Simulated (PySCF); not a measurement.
C2H2, SMILES `C#C`.

PySCF calculation, CAM-B3LYP/6-31+G*, gas phase; geometry: GFN2-xTB. No frequency check shows the geometry to be a minimum. The basis has diffuse s and p functions alone, which still leaves polarisabilities too small, most of all across bonds.

Coordinates in Å:

```
C1      -0.5969    0.0000    0.0000
C2       0.5969   -0.0000    0.0000
H3      -1.6466   -0.0000    0.0000
H4       1.6466    0.0000    0.0000
```

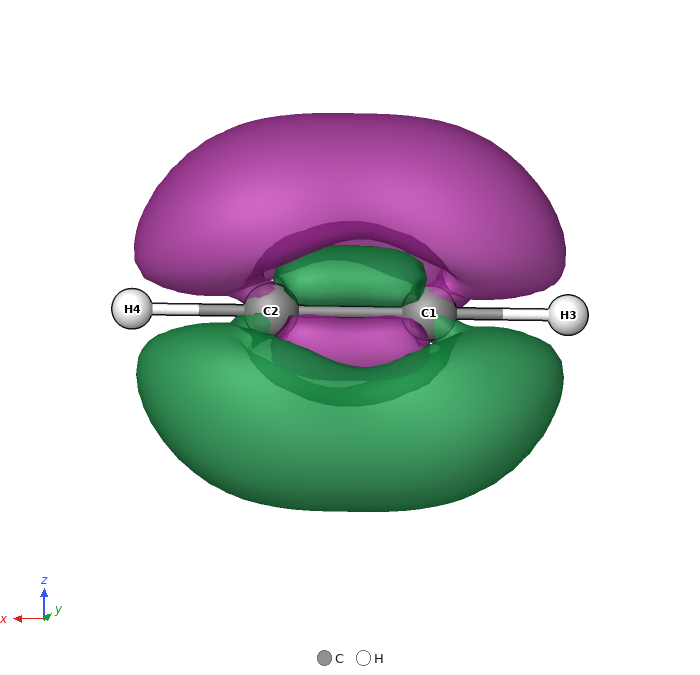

Change of the electron density in a uniform field of 0.21 V/Å, surfaces at ±0.0008 e/Å³ (green: gain, purple: loss).

The field was applied in both directions; the picture shows the one opposite to the script's first.

### Along which Cartesian direction does the field point?

Along +z: electrons gather on the −z side, against the field.

### How large is the response?

The induced dipole is 0.13 D (along the field); α along this axis, from the fields in both directions, is 13 bohr³ (1.9 Å³).

The PySCF run took 4 s on 1 thread of Intel(R) Xeon(R) Platinum 8488C (Sapphire Rapids), with other jobs on the host, peak memory 0.2 GiB.
